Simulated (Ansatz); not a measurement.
Partial pair distribution functions of a relaxed model of amorphous Si20Sn5O45, broadened by 0.06 Å; density 2.78 g/cm³. All values below come from PBE, scalar-relativistic without spin-orbit coupling (plane waves to 420 eV, PAW; Ansatz, a first-principles code).

Preparation: random packing, a CHGNet melt and quench, and a DFT relaxation. O atoms were pushed apart under 1.9 Å during the dynamics, to hinder bonds among them. The hot cell started wider than the set density and was brought back towards it in steps. It is the lowest in DFT energy of 2 quenches. It is a model cell: composition and starting density were chosen by hand, and all elements were melted together. No dispersion term was used. Its density started from a set value of 2.90 and ended at 2.78 g/cm³. Cooling (nominally 190 K/ps over its main leg) ran many orders faster than in experiment, which tends to leave more defects and strain. One small periodic cell is one sample of the glass; other quenches scatter about these values. Volume and shape were free in the relaxation.

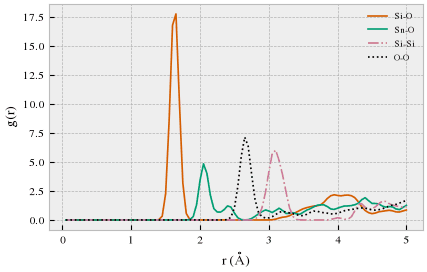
Figure: Partial pair distribution functions

Highest peaks under 4.5 Å: Si-O near 1.65 Å, Sn-O near 2.05 Å, Si-Si near 3.10 Å, O-O near 2.65 Å; pairs of few atoms are noisy.

Within 1.90 Å each Si has 4.00 O neighbours on average.
